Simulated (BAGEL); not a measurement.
# One shape, several levels: C2H5ClSi (SMILES ClC1C[SiH2]1)

Aim: a comparison of 3 runs (HF/STO-3G, HF/3-21G, HF/def2-SVP) of C2H5ClSi. 

The results are computed with BAGEL 1.2.2.

### 1 Starting point

C2H5ClSi has 9 atoms, charge 0, and is taken as a singlet. SMILES: `ClC1C[SiH2]1`. The C2–H5 distance was set to 1.410 Å, away from the relaxed value.

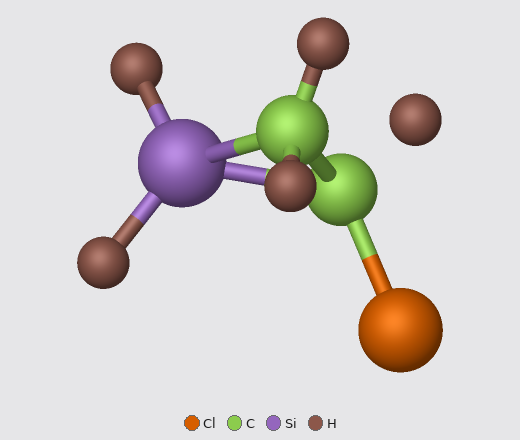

Viewed from a chosen angle; chlorine orange, carbon green, silicon purple, hydrogen brown.

### 2 The energy at HF/STO-3G (density fitting with qzvpp-jkfit) (run 1)

input.json reads:

```json
{ "bagel": [

{
  "title": "molecule",
  "basis": "sto-3g",
  "df_basis": "qzvpp-jkfit",
  "angstrom": true,
  "geometry": [
    { "atom": "Cl", "xyz": [   -0.473113,   -0.711503,   -2.246921 ] },
    { "atom": "C", "xyz": [   -0.305513,    0.078597,   -0.682521 ] },
    { "atom": "C", "xyz": [    1.067487,    0.010197,   -0.006921 ] },
    { "atom": "Si", "xyz": [   -0.280413,   -0.870003,    0.911279 ] },
    { "atom": "H", "xyz": [   -0.899600,    1.356600,   -0.714500 ] },
    { "atom": "H", "xyz": [    1.796387,   -0.617203,   -0.510821 ] },
    { "atom": "H", "xyz": [    1.482787,    0.953997,    0.331479 ] },
    { "atom": "H", "xyz": [   -0.315713,   -2.343003,    0.846079 ] },
    { "atom": "H", "xyz": [   -0.886813,   -0.263103,    2.114679 ] }
  ]
},
{ "title": "hf" },
{ "title": "print", "file": "orbitals.molden", "orbitals": true }

]}
```

Run with:

```
$ BAGEL_NUM_THREADS=1 BAGEL input.json > input.out
```

Output:

```text
* using 1 threads per process

  ===============================================================
  ===============================================================

  *** Geometry ***

  { "atom" : "Cl", "xyz" : [     -0.894054,     -1.344546,     -4.246065 ] },
  { "atom" : "C", "xyz" : [     -0.577336,      0.148527,     -1.289778 ] },
  { "atom" : "C", "xyz" : [      2.017258,      0.019270,     -0.013079 ] },
[... 5 lines of this table left out ...]
  { "atom" : "H", "xyz" : [     -1.675834,     -0.497193,      3.996164 ] },

  Number of auxiliary basis functions:      496

  Since a DF basis is specified, we compute 2- and 3-index integrals:
    o Being stored without compression. Storage requirement is 0.004 GB

  Number of basis functions:       33
  Number of electrons      :       48

    * METHOD: MOLECULE                             0.16

  *** RHF ***

  === Nuclear Repulsion ===
   200.5224151374

      * DIIS with orbital gradients will be used.

  === RHF iteration (sto-3g) ===
      0       -817.74494387          0.01014052           0.02
      1       -817.79207892          0.00383198           0.02
      2       -817.79731372          0.00103351           0.02
[... 7 lines of this table left out ...]
     10       -817.79798493          0.00000001           0.02
    * SCF iteration converged.

    * Permanent dipole moment:
           (   -0.049611,    -0.052109,    -1.279907) a.u.

    * METHOD: HF                                   0.32

    * METHOD: PRINT                                0.00

  ===============================================================
```

Run time: 0.62 s. Hardware: 1 thread of Arm Neoverse V2, shared host.

### 3 A single-point energy at HF/3-21G (density fitting with qzvpp-jkfit) (run 2)

calc.json reads:

```json
{ "bagel": [

{
  "title": "molecule",
  "basis": "3-21g",
  "df_basis": "qzvpp-jkfit",
  "angstrom": true,
  "geometry": [
    { "atom": "Cl", "xyz": [   -0.473113,   -0.711503,   -2.246921 ] },
    { "atom": "C", "xyz": [   -0.305513,    0.078597,   -0.682521 ] },
    { "atom": "C", "xyz": [    1.067487,    0.010197,   -0.006921 ] },
    { "atom": "Si", "xyz": [   -0.280413,   -0.870003,    0.911279 ] },
    { "atom": "H", "xyz": [   -0.899600,    1.356600,   -0.714500 ] },
    { "atom": "H", "xyz": [    1.796387,   -0.617203,   -0.510821 ] },
    { "atom": "H", "xyz": [    1.482787,    0.953997,    0.331479 ] },
    { "atom": "H", "xyz": [   -0.315713,   -2.343003,    0.846079 ] },
    { "atom": "H", "xyz": [   -0.886813,   -0.263103,    2.114679 ] }
  ]
},
{ "title": "hf" },
{ "title": "print", "file": "orbitals.molden", "orbitals": true }

]}
```

Run with:

```
$ BAGEL_NUM_THREADS=1 BAGEL calc.json > calc.out
```

Output:

```text
* using 1 threads per process

  ===============================================================
  ===============================================================

  *** Geometry ***

  { "atom" : "Cl", "xyz" : [     -0.894054,     -1.344546,     -4.246065 ] },
  { "atom" : "C", "xyz" : [     -0.577336,      0.148527,     -1.289778 ] },
  { "atom" : "C", "xyz" : [      2.017258,      0.019270,     -0.013079 ] },
[... 5 lines of this table left out ...]
  { "atom" : "H", "xyz" : [     -1.675834,     -0.497193,      3.996164 ] },

  Number of auxiliary basis functions:      496

  Since a DF basis is specified, we compute 2- and 3-index integrals:
    o Being stored without compression. Storage requirement is 0.012 GB

  Number of basis functions:       54
  Number of electrons      :       48

    * METHOD: MOLECULE                             0.17

  *** RHF ***

  === Nuclear Repulsion ===
   200.5224151374

      * DIIS with orbital gradients will be used.

  === RHF iteration (3-21g) ===
      0       -822.73526513          0.01290221           0.04
      1       -822.79049091          0.00446688           0.04
      2       -822.79662252          0.00139344           0.04
[... 9 lines of this table left out ...]
     12       -822.79743166          0.00000001           0.04
    * SCF iteration converged.

    * Permanent dipole moment:
           (   -0.195546,    -0.164449,    -1.034023) a.u.

    * METHOD: HF                                   0.61

    * METHOD: PRINT                                0.01

  ===============================================================
```

Run time: 0.92 s. Hardware: 1 thread of Arm Neoverse V2, shared host.

### 4 A single-point energy at HF/def2-SVP (density fitting with qzvpp-jkfit) (run 3)

hf.json reads:

```json
{ "bagel" : [

{
  "title" : "molecule",
  "basis" : "svp",
  "df_basis" : "qzvpp-jkfit",
  "angstrom" : true,
  "geometry" : [
    { "atom" : "Cl", "xyz" : [      -0.473113,      -0.711503,      -2.246921 ] },
    { "atom" : "C", "xyz" : [      -0.305513,       0.078597,      -0.682521 ] },
    { "atom" : "C", "xyz" : [       1.067487,       0.010197,      -0.006921 ] },
    { "atom" : "Si", "xyz" : [      -0.280413,      -0.870003,       0.911279 ] },
    { "atom" : "H", "xyz" : [      -0.899600,       1.356600,      -0.714500 ] },
    { "atom" : "H", "xyz" : [       1.796387,      -0.617203,      -0.510821 ] },
    { "atom" : "H", "xyz" : [       1.482787,       0.953997,       0.331479 ] },
    { "atom" : "H", "xyz" : [      -0.315713,      -2.343003,       0.846079 ] },
    { "atom" : "H", "xyz" : [      -0.886813,      -0.263103,       2.114679 ] }
  ]
},

{
  "title" : "hf"
},

{
  "title" : "print",
  "file" : "orbitals.molden",
  "orbitals" : true
}

]}
```

Run with:

```
$ BAGEL_NUM_THREADS=1 BAGEL hf.json > hf.out
```

Output:

```text
* using 1 threads per process

  ===============================================================
  ===============================================================

  *** Geometry ***

  { "atom" : "Cl", "xyz" : [     -0.894054,     -1.344546,     -4.246065 ] },
  { "atom" : "C", "xyz" : [     -0.577336,      0.148527,     -1.289778 ] },
  { "atom" : "C", "xyz" : [      2.017258,      0.019270,     -0.013079 ] },
[... 5 lines of this table left out ...]
  { "atom" : "H", "xyz" : [     -1.675834,     -0.497193,      3.996164 ] },

  Number of auxiliary basis functions:      496

  Since a DF basis is specified, we compute 2- and 3-index integrals:
    o Being stored without compression. Storage requirement is 0.031 GB

  Number of basis functions:       89
  Number of electrons      :       48

    * METHOD: MOLECULE                             0.21

  *** RHF ***

  === Nuclear Repulsion ===
   200.5224151374

      * DIIS with orbital gradients will be used.

  === RHF iteration (svp) ===
      0       -826.57389500          0.01202572           0.07
      1       -826.66327332          0.00593626           0.07
      2       -826.68148992          0.00144682           0.07
[... 10 lines of this table left out ...]
     13       -826.68336748          0.00000001           0.07
    * SCF iteration converged.

    * Permanent dipole moment:
           (   -0.139420,    -0.090482,    -0.873282) a.u.

    * METHOD: HF                                   1.15

    * METHOD: PRINT                                0.01

  ===============================================================
```

It took 1.5 s on 1 thread of Arm Neoverse V2, shared host; peak memory 0.12 GiB.

### 5 All runs side by side

```csv
run,level,energy (Eh),dipole moment (D),HOMO energy (eV),LUMO energy (eV),wall time
1,HF/STO-3G (density fitting with qzvpp-jkfit),-817.797985,3.26,-7.72,9.39,0.62 s
2,HF/3-21G (density fitting with qzvpp-jkfit),-822.797432,2.71,-9.70,3.36,0.92 s
3,HF/def2-SVP (density fitting with qzvpp-jkfit),-826.683367,2.26,-9.60,3.37,1.5 s
```

### 6 Summary of results

| quantity | value |
| --- | --- |
| run 3: total energy | -826.68337 Eh |
| run 3: dipole moment | 2.26 D |
| run 3: HOMO energy | -9.60 eV |
| run 3: LUMO energy | 3.37 eV |
| run 3: HOMO–LUMO gap | 12.97 eV |

The dipole moment (its size) runs from 2.26 D (HF/def2-SVP) to 3.26 D (HF/STO-3G). The HOMO–LUMO gap runs from 12.97 eV (HF/def2-SVP) to 17.11 eV (HF/STO-3G). In run 1 the basis is minimal, so the values are rough. All runs together took 3 s, the longest 1.5 s.
